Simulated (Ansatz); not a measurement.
**Strength of the Si–C bond: SiH2(CF3)(CH3) → SiH2(CH3) + CF3**

Species: SiH2(CF3)(CH3), singlet; SiH2(CH3), doublet; CF3 (trifluoromethyl radical) `F[C](F)F`, doublet. 

Shapes, held fixed at every level: PBE0-D4/def2-TZVP. Programs: Ansatz 0.2.0. The zero-point and thermal change to 298 K, harmonic and unscaled (PBE0-D4/def2-TZVP), is -9.2 kJ/mol.

| level | kind | ΔH(298 K) (kJ/mol) | less CCSD(T)/CBS estimate |
| --- | --- | --- | --- |
| HF/def2-SVP | Hartree–Fock | +260.5 | -114.0 |
| PBE-D4/def2-TZVPP | GGA | +346.3 | -28.2 |
| r2SCAN-D4/def2-TZVPP | meta-GGA | +337.1 | -37.4 |
| r2SCAN0-D4/def2-TZVPP | global hybrid | +334.2 | -40.3 |
| wB97X-V/def2-TZVPP | range-separated hybrid | +371.7 | -2.8 |
| MP2/def2-TZVPP | perturbation theory | +366.8 | -7.7 |
| CCSD/def2-TZVPP | coupled cluster or CI | +352.6 | -21.9 |
| CCSD(T)/CBS estimate | coupled cluster or CI | +374.5 | 0.0 |

The highest level, CCSD(T)/CBS estimate, gives ΔH(298 K) = +374.5 kJ/mol; the levels span +260.5 to +374.5. The column of differences is taken from that level and isn't an error. Hartree–Fock misses the correlation of the pair that is broken and comes out low. No measured value is set beside it here. Open shells run unrestricted unless RO is named. The CBS estimate extrapolates MP2 from def2-TZVPP and def2-QZVPP and adds CCSD(T) − MP2 in the triple-zeta set, cores frozen.

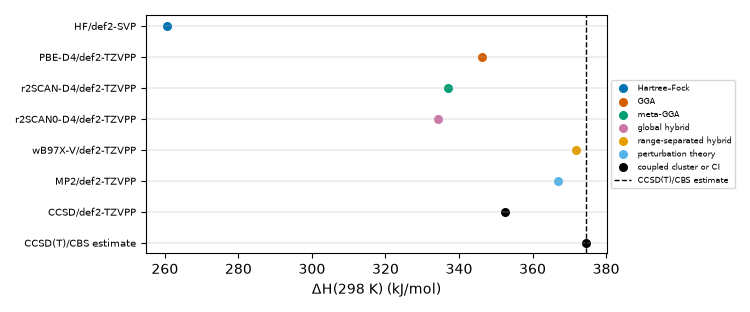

The values of the table, level by level.
